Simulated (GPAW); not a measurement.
Consider zinc-blende (ZnTe)1-x(CdTe)x, x = 0.75.

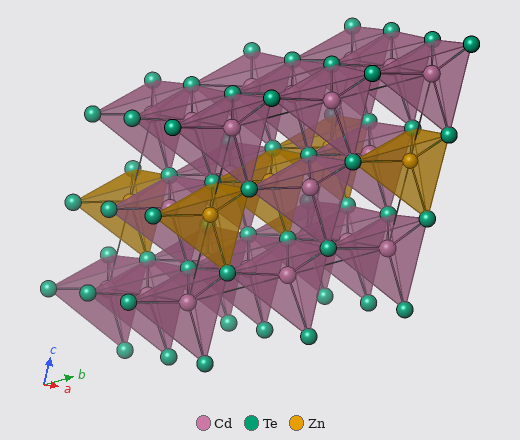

The structure (cadmium pink, tellurium teal, zinc orange). Some periodic images of atoms are drawn too.

```xyz
16
Lattice="0.0000 6.3868 6.3868 6.3868 0.0000 6.3868 6.3868 6.3868 0.0000" Properties=species:S:1:pos:R:3 pbc="T T T"
Cd   12.7593   12.7610   12.7665
Te    1.6525    1.6496    1.5175
Zn    3.1990    9.5768    6.3943
Te    4.7275    4.7281    1.5417
Cd    3.1891    6.3868    9.5673
Te    4.7869    1.6042    4.7842
Cd    6.4106    3.2124    3.2014
Te    7.9987    4.7971    4.9121
Cd    6.3834    9.5644    3.1839
Te    1.5979    4.7875    4.7842
Cd    9.5822    6.4078    9.5802
Te    4.7967    7.9890    4.9097
Cd    9.5770    9.5820    6.4002
Te    4.8585    4.8502    7.9135
Zn    6.3861    6.3832    6.3788
Te    7.9162    7.9230    7.9168
```

Absorber: atom 2, with 1 Zn at 2.65 Å and 3 Cd at 2.80 Å (distorted tetrahedral). Method: GPAW, LDA, excited-electron core hole (neutral cell), 16-atom cell with 9.0 Å between holes, 3×3×3 k points, dipole transitions, Gaussian full width 9.89 eV.

Question: What does the Te K edge look like?

Main maxima up to 24 eV above the zero (height): 7.0 eV (1.13) and 19.8 eV (1.02). A K edge sees empty p states on the absorber. 

The Te K spectrum (energy from the bottom of the conduction band, which holds the excited electron; intensity scaled to a mean of 1 over the first 20 eV):

```
E (eV)  intensity
  -2.0       0.34
  -0.5       0.51
   1.0       0.70
   2.5       0.88
   4.0       1.02
   5.5       1.10
   7.0       1.13
   8.5       1.11
  10.0       1.07
  11.5       1.03
  13.0       1.00
  14.5       0.99
  16.0       1.00
  17.5       1.01
  19.0       1.02
  20.5       1.02
  22.0       1.01
  23.5       1.01
  25.0       1.01
  26.5       1.01
  28.0       1.00
  29.5       0.97
```

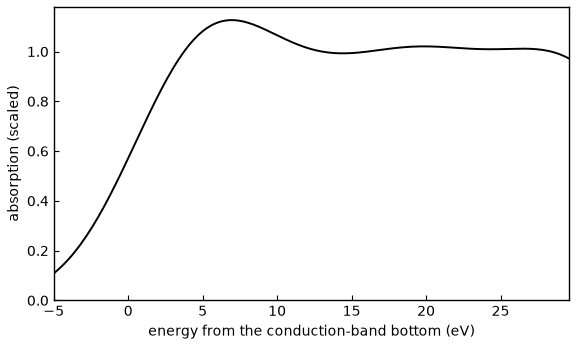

The Te K edge.

The script folds with a Gaussian, whereas the core hole's own line is a Lorentzian, so the onset is too steep and the first peak too high.

[Banner, clock and machine lines of the logs are left out without a mark of their own.]

[Logs are printed without paths, hosts, clocks, repeated set-up lines and the standing remarks that a program may print on its own settings, such as how far it seeks lower states.]

[Hosts, paths, dates, database ids (printed as entryN), source tags and the programs' standing remarks are cut or masked in the printed files.]

[Lists of maxima count a maximum above −3 eV only where it reaches 4 % of the highest in the window and stands out from its surroundings by 2 % of it (1.5 % where it reaches 55 %); shoulders and weaker maxima are passed over, and of the rest the first, up to two pre-edge ones and the few strongest are named.]
